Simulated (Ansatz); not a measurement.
# F2H2NSi (SMILES N[Si](F)F) (doublet): what the fields show

Input

```
crystal:
  periodic: [false, false, false]
  atoms:
    - { symbol: "N", position_ang: [-0.3026, 0.7971, -0.4027] }
    - { symbol: Si, position_ang: [0.1278, -0.7908, -0.5181] }
    - { symbol: F, position_ang: [1.5912, -0.7725, 0.0524] }
    - { symbol: F, position_ang: [-0.7357, -1.5145, 0.5461] }
    - { symbol: H, position_ang: [-1.0751, 0.8633, 0.2803] }
    - { symbol: H, position_ang: [0.4365, 1.3534, -0.0042] }
magnetization:
  spin_polarized: true
  initial_magnetization: 1
basis:
  gaussian: { orbitals: "6-31G*" }
hamiltonian:
  xc: pbe0
  dispersion: d4
relax:
  f_tol: 0.015
  max_steps: 40
output:
  orbitals: {}
```

Launched as:

```sh
ansatz run input.yaml --threads 1 --pin off --max-ram 2048MiB --backend cpu --events-out ev --progress --plain --runs-dir out
```

The fields are those of the run's last geometry, not of the input's.

Level of theory: UKS PBE0-D4/6-31G* in Ansatz 0.2.0.

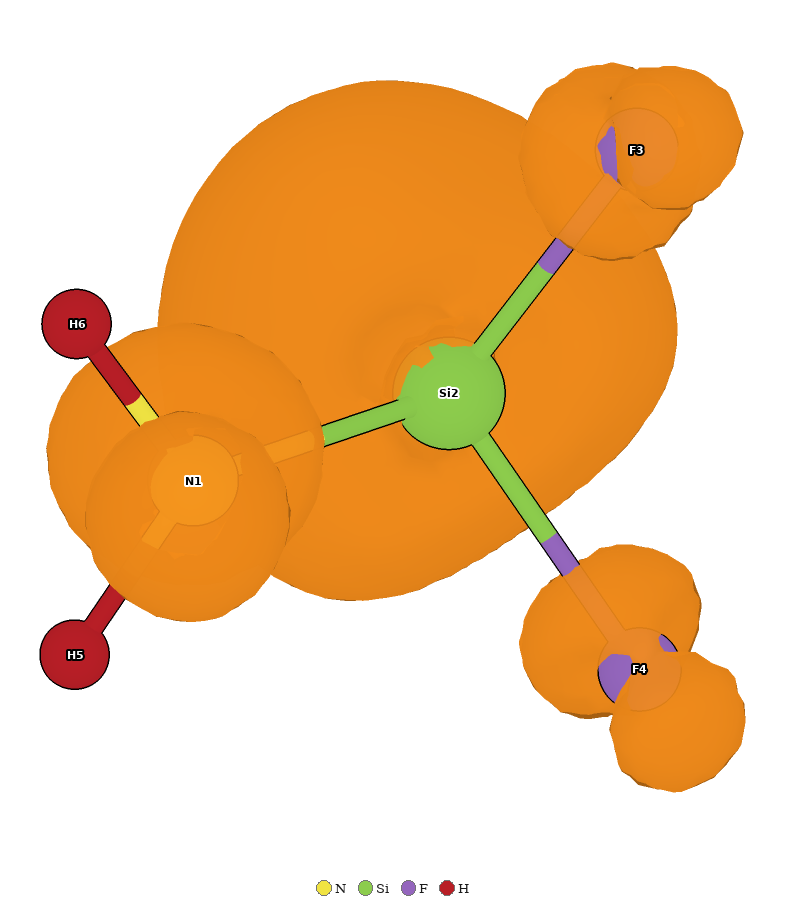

Figure 1. Isosurface of the spin density at +0.03 e/Å³ (orange), seen at a tilt.

Describe the spin distribution.

Answer. The unpaired spin (1 electron) lies mostly on Si2 (about 0.7) and N1 (about 0.1), in electrons by Hirshfeld's partition.

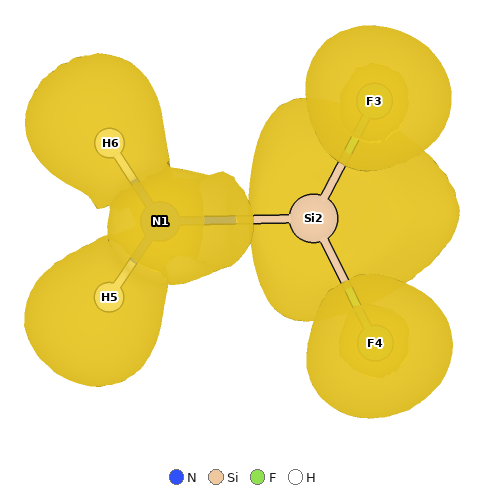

Figure 2. Isosurface of the ELF at 0.75 (yellow), seen across its widest extent. Core shells and regions of very low density are left out.

Describe the localisation domains.

Answer. The ELF exceeds this value in one lobe on Si, pointing away from the bonds (non-bonding electrons), two regions wrapped around F (its lone pairs, merged into a ring or cap) and one joined region spread over several atoms (H, N), in which their bonds and any lone pairs are merged. Along the contacts the grid gives the following. Si–F (1.61 Å): the ELF peaks at about 0.80 in the valence shell of F, 0.6 Å from its nucleus, and is about 0.50 at the midpoint. Si–N (1.72 Å): the ELF peaks at about 0.90 between the atoms: a polar covalent bond.

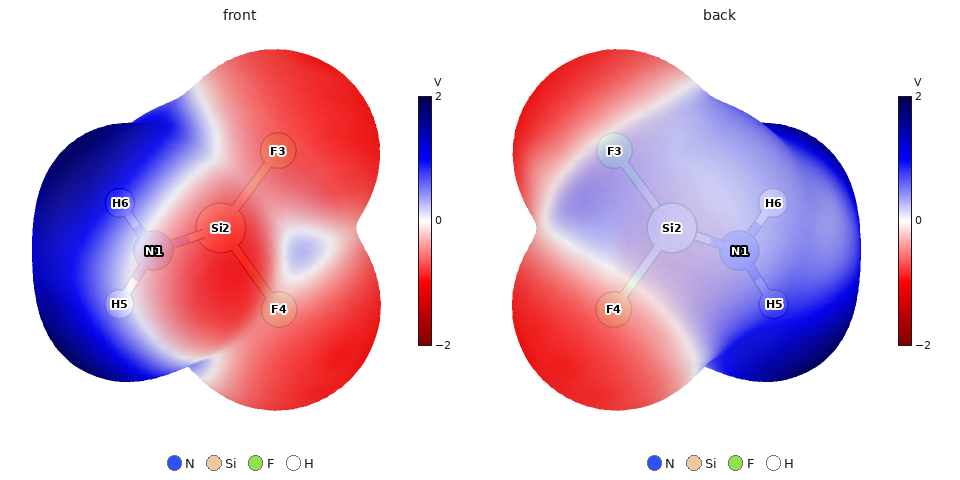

Figure 3. The molecular electrostatic potential painted on the density surface at 0.001 e/bohr³, seen from the front and from behind; red is negative and blue positive.

Where is the surface potential most negative and most positive?

Answer. The most negative region (about −1.0 V) lies over N1, F3 and F4, the most positive (about +1.9 V) over H5 and H6.
